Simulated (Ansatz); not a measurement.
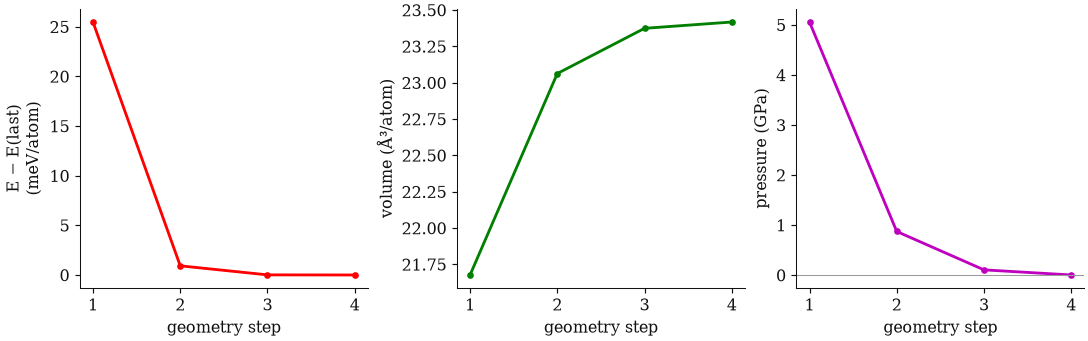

History of a geometry optimisation. Atoms and cell relax. A closing SCF on a freshly chosen basis isn't drawn.

```
crystal:
  lattice:
    - [4.767855, 0.0, 0.0]
    - [0.0, 4.767855, 0.0]
    - [0.0, 0.0, 4.767855]
  atoms:
    - { symbol: Ca, position: [0.5, 0.5, 0.5] }
    - { symbol: Ir, position: [0.0, 0.0, 0.0] }
    - { symbol: Cl, position: [0.0, 0.5, 0.0] }
    - { symbol: Cl, position: [0.5, 0.0, 0.0] }
    - { symbol: Cl, position: [0.0, 0.0, 0.5] }
  symmetry: { tolerance: 0.0003 }
kpoints:
  mp_grid: { grid: [4, 4, 4], shift: [0, 0, 0] }
magnetization:
  spin_polarized: false
scf:
  occupations: { method: fermi_dirac, width: 0.021 }
hamiltonian:
  pseudopotentials: { kind: paw }
  xc: pbe
  hubbard: { sites: [{ species: Ir, l: d, u_eff: 5.0 }], double_counting: fll }
basis:
  ecutwfc: 420
output:
  forces: true
  stress: true
  eigenvalues: true
  write_density: true
  write_potential: true
  elf: true
  volumetric_format: npy
relax:
  max_steps: 40
  cell: {}
```

Run as:
```bash
ansatz run input.yaml --threads 1 --pin off --max-ram 2560MiB --backend cpu --events-out ev --progress --plain --runs-dir out
```

How did the optimisation end?

Answer. The optimisation met its thresholds at geometry 4, counting the start as the first. The energy fell by about 25 meV/atom from the first step to the last. All forces vanish by symmetry, so only the cell moves.

What happens to the cell?

Answer. The volume grows from 21.7 to 23.4 Å³ per atom (+8 %), as the pressure goes from 5.1 GPa to about 0 GPa. The start was compressed.
